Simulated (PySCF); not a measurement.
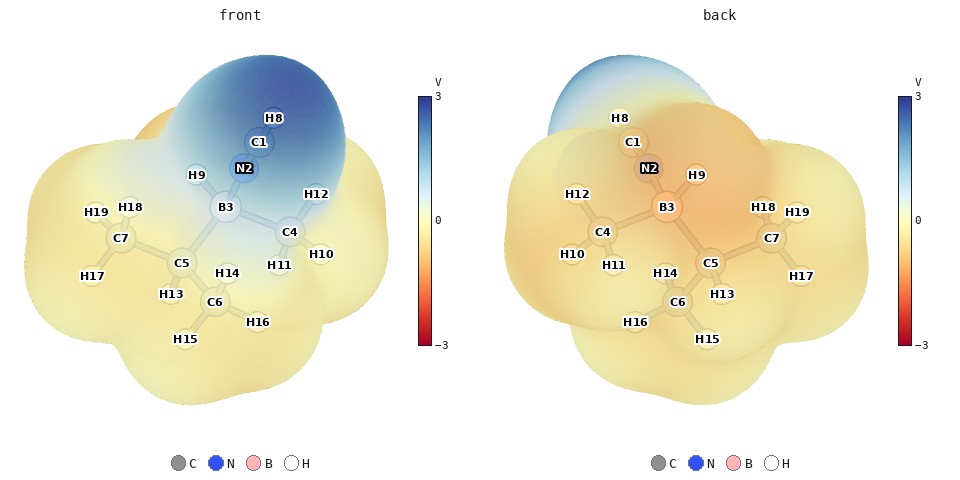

Figure. C$_{5}$H$_{12}$BN. The molecular electrostatic potential painted on the density surface at 0.001 e/bohr³, seen from the front and from behind; red is negative and blue positive.

Geometry: GFN2-xTB.

Computed with PySCF, PBE0/pcSseg-1, SCF density, gas phase, non-relativistic.

```csv
atom,x (Å),y (Å),z (Å)
C,1.9237,1.4102,0.9281
N,1.4337,0.7324,0.1401
B,0.7272,-0.1702,-0.7424
C,1.3789,-1.6536,-0.4991
C,-0.8734,-0.0667,-0.3130
C,-1.1456,-0.4221,1.1477
C,-1.4601,1.3104,-0.6226
H,2.3858,2.0359,1.6364
H,0.9071,0.2278,-1.8507
H,1.3715,-1.9488,0.5476
H,0.8166,-2.3976,-1.0560
H,2.4094,-1.6983,-0.8444
H,-1.4018,-0.7974,-0.9337
H,-0.6520,0.2809,1.8189
H,-2.2150,-0.3896,1.3583
H,-0.7885,-1.4229,1.3766
H,-2.5276,1.3368,-0.4028
H,-0.9762,2.0821,-0.0242
H,-1.3236,1.5599,-1.6721
```

### Describe the electrostatic potential map.

The most negative region (about −1.0 V) lies over C4 and H9, the most positive (about +2.7 V) over H8.

### What dipole moment does the calculation give?

Its dipole moment is 4.84 D.
